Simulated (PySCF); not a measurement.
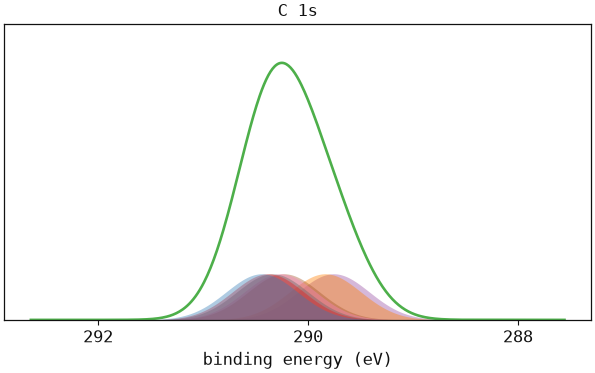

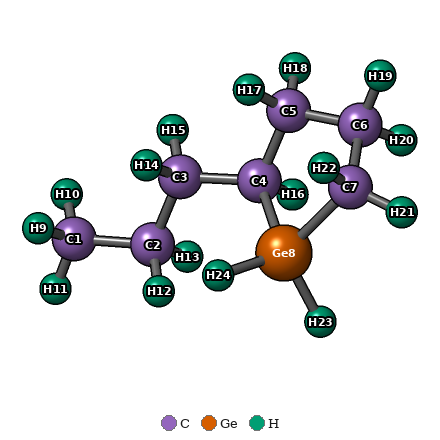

Simulated XPS of C₇H₁₆Ge, SMILES CCC[C@H]1CC[CH2][GeH2]1, singlet. Vertical core-electron binding energies by ΔSCF (SCAN, pcX-2 on the ionised atom, pcseg-1 elsewhere, spin-free X2C; PySCF 2.14.0, at a PBE0-D3(BJ)/def2-SVP geometry (no frequency check)), gas phase, against the vacuum level. One atom of each kind was ionised; within a panel, areas follow the number of like atoms, Gaussians of 0.8 eV full width. Only the regions named are shown. Lines closer than the width merge in the curve.

Q: Assign the components.

A:
```
level  atoms  binding energy (eV)
 C 1s     C1                290.4
 C 1s     C6                290.4
 C 1s     C2                290.3
 C 1s     C5                290.3
 C 1s     C3                290.2
 C 1s     C7                289.8
 C 1s     C4                289.8
```

Q: How large is the chemical shift across the C 1s region?

A: 0.7 eV, from C4 at 289.8 eV to C1 at 290.4 eV.

Note: one conformer of a flexible molecule.
